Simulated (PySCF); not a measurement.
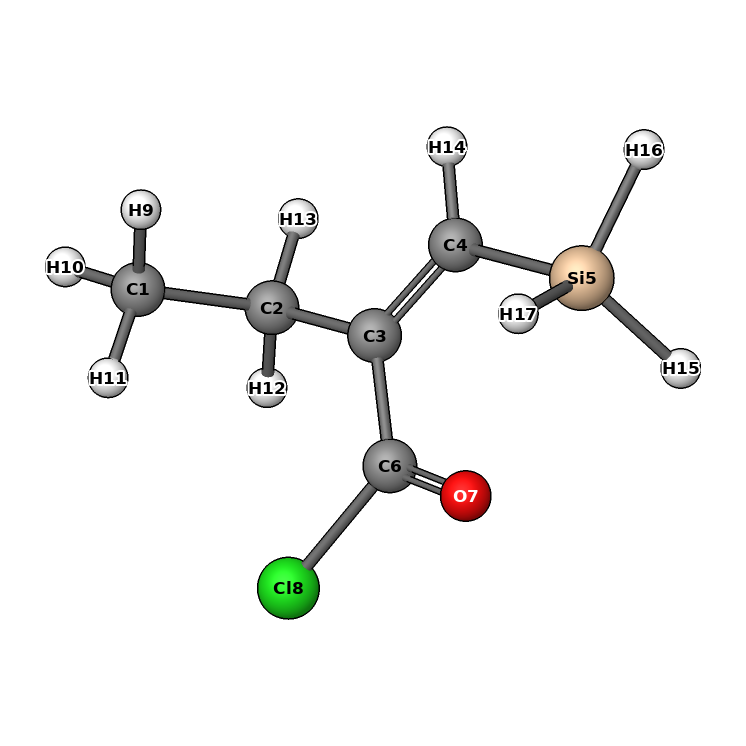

The questions are on isotropic NMR shieldings of the C atoms. The geometry was computed by an optimisation with GFN2-xTB. No frequency run is at hand to confirm it as a minimum. Level of theory: GIAO PBE0/pcSseg-1 NMR shielding, non-relativistic, gas phase (PySCF 2.14.0).

Question: Which C atom is the most shielded (lowest chemical shift)?

Answer: C1 (168.0 ppm).

Question: Which C atom is the least shielded (highest chemical shift)?

Answer: C6 (4.7 ppm).

Question: How wide is the range of C shifts?

Answer: 163.3 ppm.

List the isotropic NMR shieldings of the C atoms.

```
atom  σ (ppm)
  C1    168.0
  C2    151.9
  C3     26.5
  C4     20.6
  C6      4.7
```

The geometry is semi-empirical. Around Si such bond lengths and angles can be off by a tenth of an ångström or more and by several degrees, and values that hang on the shape move with them.
